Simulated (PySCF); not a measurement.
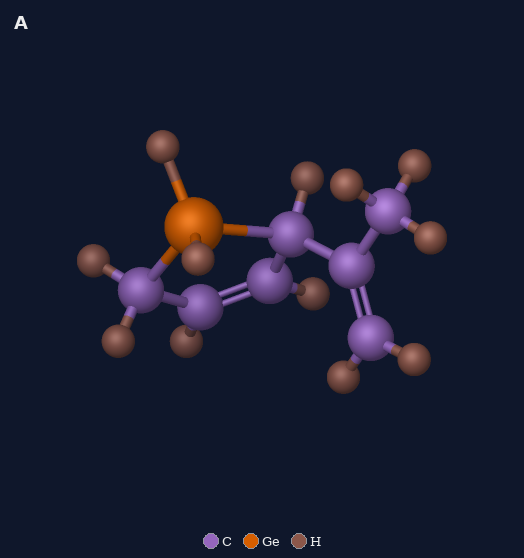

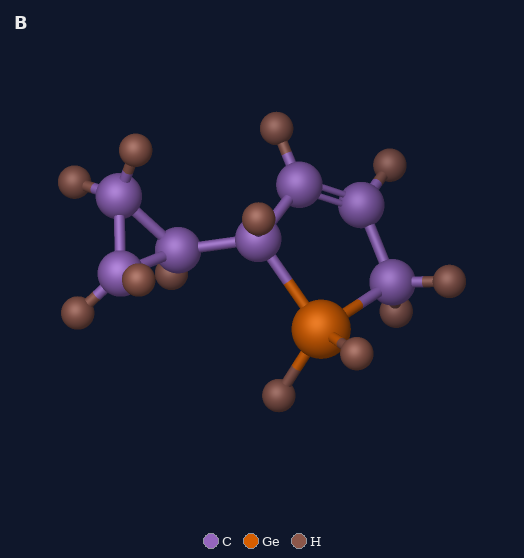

2 stationary structures of one formula. Geometries: PBE0-D3(BJ)/def2-SVP. Electronic energies: PBE0-D3(BJ)/def2-SVP (PySCF 2.14.0), without zero-point energy. No frequency run is at hand to confirm each as a minimum. Each is one conformer, not always the lowest.

Which structure is the most stable?

A is lowest; B lies 5.4 kcal/mol above it. A is `C=C(C)[C@H]1C=C[CH2][GeH2]1`, B is `C1=C[C@@H](C2CC2)[GeH2][CH2]1`.
